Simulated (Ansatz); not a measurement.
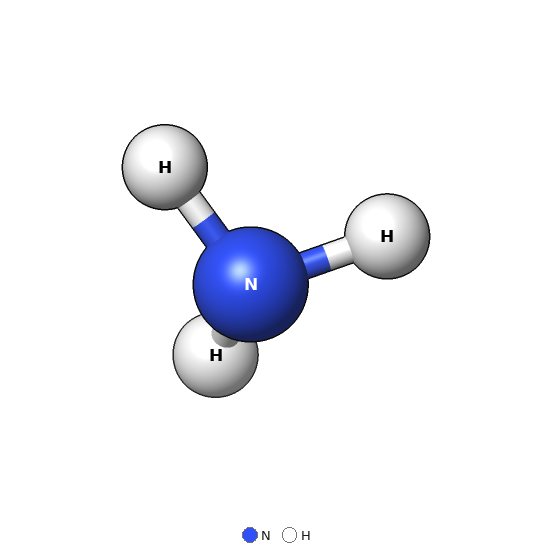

Rendered structure (ball-and-stick style).

Identify the structure.

It has 4 atoms: 1 nitrogen and 3 hydrogen (NH3). This geometry has C3v symmetry. Coordination: 1 N trigonal pyramidal.

The parts below concern this one geometry. Atoms keep their numbers from picture to picture. The geometry was computed by an optimisation with PBE0-D4/def2-TZVP.

Shape

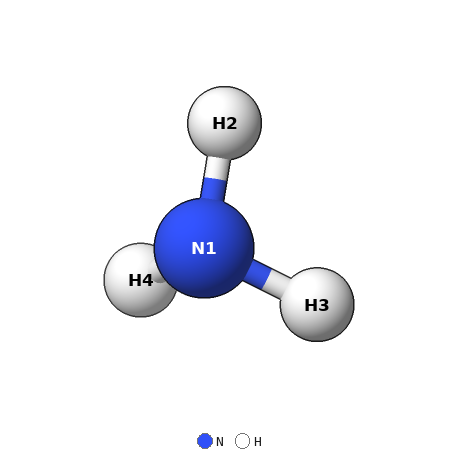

Atoms carry their numbers in the input.

List the bonds and their lengths.

```json
{"bond": "N1–H2", "length (Å)": "1.013"}
{"bond": "N1–H3", "length (Å)": "1.013"}
{"bond": "N1–H4", "length (Å)": "1.013"}
```

Electronic properties

Properties computed with RKS PBE0-D4/def2-TZVPP (Ansatz 0.2.0).

What does the calculation give?

- HOMO energy (Kohn–Sham orbital): −7.58 eV
- LUMO energy (Kohn–Sham orbital): 1.03 eV
- HOMO–LUMO gap: 8.62 eV

Charges

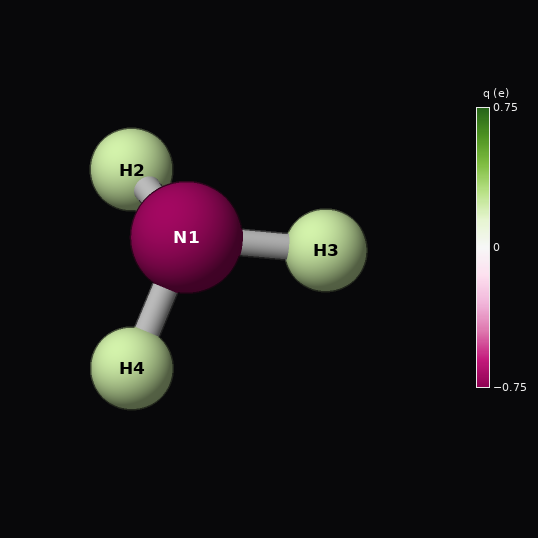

Atoms are coloured by their Mulliken charges. Level of theory: RKS PBE0-D4/def2-TZVP (Ansatz 0.2.0).

List the Mulliken charges.

| atom | value (e) |
| --- | --- |
| N1 | −0.70 |
| H2 | 0.23 |
| H3 | 0.23 |
| H4 | 0.23 |

Vibrations

Harmonic vibrations computed with RKS PBE0-D4/def2-TZVP (Ansatz 0.2.0) at a stationary point of the same level.

> How many vibrational modes are there, and where do they lie?

6 modes: 1031, 1669, 1670, 3503, 3632, 3632 cm⁻¹.

Mulliken values depend strongly on the basis set and can even reverse the polarity of a bond.
